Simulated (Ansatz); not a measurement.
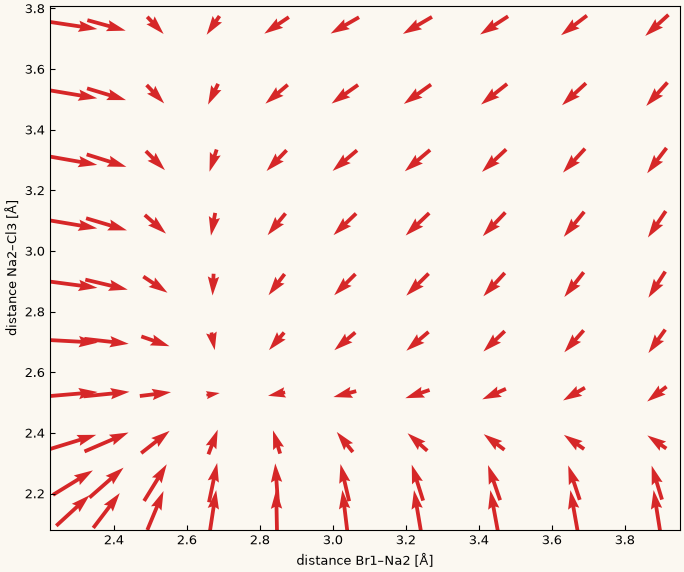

The system Br⁻ + NaCl. Coordinates scanned: (1) distance Br1–Na2; (2) distance Na2–Cl3. Nothing is relaxed (the angle Br1–Na2–Cl3 is fixed at 90 degrees). The scan uses a 10 × 10 grid. Points are written as (first, second). The calculation used RHF-MP2, frozen core/def2-TZVPD in Ansatz 0.2.0.

In the figure: arrows along the force (downhill), their lengths compressed.

Question: The arrows alone are given. Where is the energy lowest?

Answer: The arrows converge at about (2.725 Å, 2.528 Å) (read from the interpolated surface).

The energy map of the same scan:

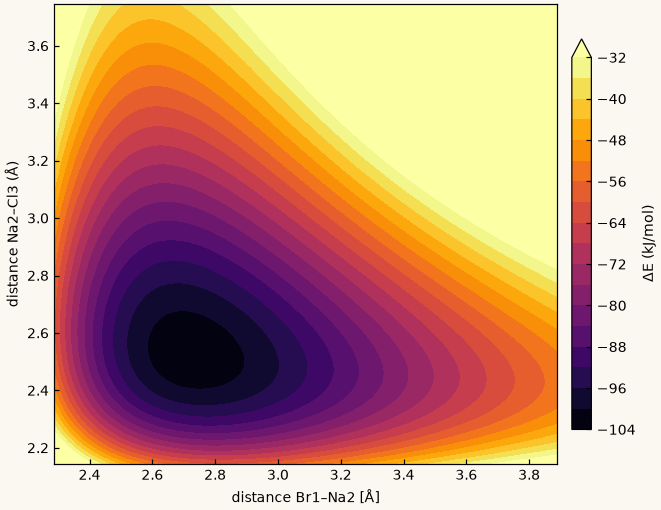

Energies are in kJ/mol, from Br with charge -1 far from the relaxed NaCl (each part in its own basis); between grid points the surface is interpolated.
